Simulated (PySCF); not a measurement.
# C6H7ClN2: the cost of one run

Programs: PySCF 2.14.0, with routines of our own; each step states its level. All values are computed. Atoms count from 0.

## (1) The system as given

16 atoms, charge 0, multiplicity 1; geometry from: GFN2-xTB.

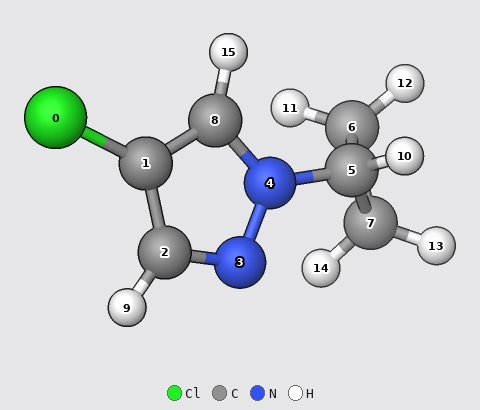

The starting geometry (chlorine green, carbon grey, nitrogen blue, hydrogen white).

## (2) Magnetic properties: GIAO B97-2/pcSseg-1

Job settings and geometry (Å):

```
{"job": {"kind": "mag", "xc": "B97-2", "basis": "pcSseg-1", "isotopologues": 0}, "charge": 0, "multiplicity": 1}
Cl     3.896052     1.307568     0.383001
C      2.427118     0.455377     0.158043
C      2.241282    -0.934382     0.106274
N      0.967436    -1.213225    -0.075574
N      0.327622    -0.051774    -0.143491
C     -1.077998     0.008373    -0.354942
C     -1.940515     0.585514     0.730422
C     -1.954058    -0.887577     0.466353
C      1.169091     0.994940    -0.007832
H      2.971165    -1.712151     0.193573
H     -1.351608     0.195128    -1.388313
H     -1.448162     0.935523     1.624741
H     -2.794037     1.177394     0.438113
H     -2.816712    -1.326910    -0.008616
H     -1.460237    -1.536121     1.172005
H      0.835960     2.011267    -0.037685
```

Level: GIAO B97-2/pcSseg-1 magnetisability, rotational g tensor and spin-rotation constants, non-relativistic, gas phase.

Launch:

```sh
$ OMP_NUM_THREADS=1 python excited_run.py task.json out
```

This one command runs all jobs of the session in turn.

Q: Estimate the wall time and peak memory of this first job on 1 thread of Arm Neoverse V2, shared host.

About 30 s, with a peak of 0.86 GiB.
